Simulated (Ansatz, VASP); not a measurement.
# Be2Ge: VASP beside Ansatz, part 2 of 2

One calculation is typed for both programs; each brings its own data sets and cutoff. How far apart do they land? The cell is generated by rule, not measured, and may not be a known phase. The cell comes out of the VASP series on this material, whose earlier steps may have relaxed, scaled or displaced it; both programs get it as it stands.

VASP 6.6.1 and Ansatz 0.2.0.

So far: Set-up; Ansatz: band structure, PBEsol, spin-orbit coupling; VASP: band structure, PBEsol, spin-orbit coupling.

### Step 3. VASP: band structure, PBEsol, spin-orbit coupling (continued)

Level of this step: PBEsol, spin-orbit coupling; plane waves and PAW (Ge_d, Be); invented cell (VASP).

Numbers of over 12 decimals in the logs are rounded to 6 here.

From OUTCAR (step 3):

```text
ion  position               nearest neighbor table
   1  0.000  0.000  0.000-   3 2.26   3 2.26   3 2.26   2 2.26   3 2.26   2 2.26   2 2.26   2 2.26

  LATTYP: Found a face centered cubic cell.
 ALAT       =     5.2093200000

 Subroutine GETGRP returns: Found 48 space group operations
 (whereof 48 operations were pure point group operations)

The static configuration has the point symmetry O_h .

 Found     47 irreducible k-points:

   k-points           NKPTS =     47   k-points in BZ     NKDIM =     47   number of bands    NBANDS=     30

   dimension x,y,z NGX =    24 NGY =   24 NGZ =   24
   dimension x,y,z NGXF=    48 NGYF=   48 NGZF=   48

   ENCUT  =  410.0 eV  30.13 Ry    5.49 a.u.   6.08  6.08  6.08*2*pi/ulx,y,z

   NELECT =      18.0000    total number of electrons

 k-points in reciprocal lattice and weights: Automatic mesh
   0.00000000  0.00000000  0.00000000       0.001
   0.10000000  0.00000000  0.00000000       0.008
   0.20000000  0.00000000  0.00000000       0.008
   0.30000000  0.00000000  0.00000000       0.008
   0.40000000  0.00000000  0.00000000       0.008
   0.50000000  0.00000000  0.00000000       0.004
   0.10000000  0.10000000  0.00000000       0.006
   0.20000000  0.10000000  0.00000000       0.024
   0.30000000  0.10000000  0.00000000       0.024
[...]
-0.30000000  0.40000000  0.20000000       0.024
  -0.30000000  0.50000000  0.20000000       0.012

 average (electrostatic) potential at core
       1 -71.8882       2 -33.8903       3 -33.8903

 E-fermi :   7.4514

 k-point     1 :       0.0000    0.0000    0.0000
  band No.  band energies     occupation
    ...
      8     -17.3162      1.00000
      9     -17.3162      1.00000
     10     -17.3162      1.00000
     11      -6.1173      1.00000
     12      -6.1173      1.00000
     13       7.7242      0.00000
     14       7.7242      0.00000
     15       7.9501      0.00000
     16       7.9501      0.00000
     17       7.9501      0.00000
    ...

 k-point     2 :       0.1000    0.0000    0.0000
  band No.  band energies     occupation
    ...
     14       5.7917      1.00000
     15       6.9989      1.00000
     16       6.9989      1.00000
     17       7.0958      1.00000
     18       7.0958      1.00000
     19       8.8218      0.00000
     20       8.8218      0.00000
     21       8.9008      0.00000
     22       8.9008      0.00000
     23       9.3260      0.00000
    ...

 k-point     3 :       0.2000    0.0000    0.0000
  band No.  band energies     occupation
    ...
     14       3.5720      1.00000
     15       6.2956      1.00000
     16       6.2956      1.00000
     17       6.4008      1.00000
     18       6.4008      1.00000
     19       9.3872      0.00000
     20       9.3872      0.00000
     21       9.4328      0.00000
     22       9.4328      0.00000
     23       9.7919      0.00000
    ...

  Total        1.6588793      1.6588793      1.6588793      0.0000000      0.0000000      0.0000000
  in kB       75.2042270     75.2042270     75.2042270      0.0000000      0.0000000      0.0000000
  external PRESSURE =      75.2042270 kB  Pullay stress =       0.0000000 kB

  energy-cutoff  :      410.00
  volume of cell :       35.34
      direct lattice vectors                 reciprocal lattice vectors
     0.000000000  2.604660000  2.604660000    -0.191963634  0.191963634  0.191963634
     2.604660000  0.000000000  2.604660000     0.191963634 -0.191963634  0.191963634
     2.604660000  2.604660000  0.000000000     0.191963634  0.191963634 -0.191963634

 POSITION                                       TOTAL-FORCE (eV/Angst)
 -----------------------------------------------------------------------------------
      0.00000      0.00000      0.00000        -0.000000     -0.000000     -0.000000
      1.30233      1.30233      1.30233        -0.000000     -0.000000      0.000000
      3.90699      3.90699      3.90699         0.000000      0.000000      0.000000
 -----------------------------------------------------------------------------------
    total drift:                               -0.000000      0.000000      0.000000

  FREE ENERGIE OF THE ION-ELECTRON SYSTEM (eV)
  ---------------------------------------------------
  free  energy   TOTEN  =       -12.2256693624 eV

  energy  without entropy=      -12.2253697048  energy(sigma->0) =      -12.22551953

 Spin-Orbit-Coupling matrix elements
 Ion:    1  E_soc:     -0.0187751
 Ion:    2  E_soc:     -0.0000031
 Ion:    3  E_soc:     -0.0000031

 total charge
# of ion       s       p       d       tot
------------------------------------------
    1        1.090   1.658  10.013  12.762
    2        0.379   0.650   0.000   1.029
    3        0.379   0.650   0.000   1.029
--------------------------------------------------
tot          1.847   2.959  10.013  14.820

 magnetization (x)
# of ion       s       p       d       tot
------------------------------------------
    1        0.000   0.000  -0.000   0.000
    2        0.000   0.000   0.000   0.000
    3        0.000   0.000   0.000   0.000
--------------------------------------------------
tot          0.000   0.000  -0.000   0.000

 magnetization (y)
# of ion       s       p       d       tot
------------------------------------------
    1       -0.000  -0.000   0.000  -0.000
    2        0.000   0.000   0.000   0.000
    3        0.000   0.000   0.000   0.000
--------------------------------------------------
tot         -0.000  -0.000   0.000  -0.000

 magnetization (z)
# of ion       s       p       d       tot
------------------------------------------
    1        0.000  -0.000  -0.000   0.000
    2       -0.000   0.000   0.000  -0.000
    3       -0.000   0.000   0.000  -0.000
--------------------------------------------------
tot         -0.000  -0.000  -0.000  -0.000

[... 3 further parts left out ...]
```

The run ends at a pressure of 7.52 GPa.

### Step 4. Differences

Known differences besides the PAW data sets themselves: spin-orbit coupling enters by fully relativistic files in Ansatz and inside the spheres in VASP; the cutoff is 420 eV in Ansatz and 410 eV in VASP; Ansatz makes its cores anew for this functional, VASP keeps those of its PBE data sets. Total energies have different zeros and are not compared.

Compared:

| quantity | Ansatz | VASP | difference |
| --- | --- | --- | --- |
| pressure (GPa) | 7.72 | 7.52 | +0.20 |

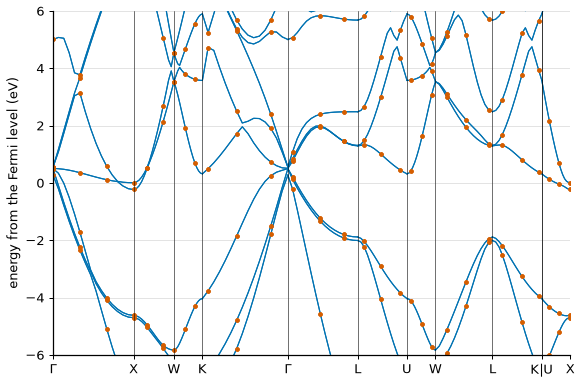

Bands from VASP (lines) and levels from Ansatz (dots). Dots without a line are higher empty bands that the VASP plot leaves out.

Levels from 3 eV below to 2 eV above the Fermi level differ by 4 meV r.m.s. and 7 meV at most; each VASP level is matched to the nearest of Ansatz, which flatters the figure a little.

### Step 5. Results

```json
{
 "r.m.s. difference of levels near the Fermi level (band structure, PBEsol, spin-orbit coupling)": "3.5 meV"
}
```

**Reading.** The r.m.s. difference of levels near the Fermi level is 3.5 meV (band structure, PBEsol, spin-orbit coupling), within the 80 meV picked in this series as the mark of a large difference. 1 further run on this material is not shown. Differences of this kind measure data sets and numerical settings, not the functional's error against experiment.

[Lines on the potential files, build, host, timing and source positions are cut from VASP's logs without a mark.]

[Logs are printed without paths, hosts, clocks, repeated set-up lines and the standing remarks that a program may print on its own settings, such as how far it seeks lower states.]

[Hosts, paths, dates, database ids (printed as entryN), source tags and the programs' standing remarks are cut or masked in the printed files.]
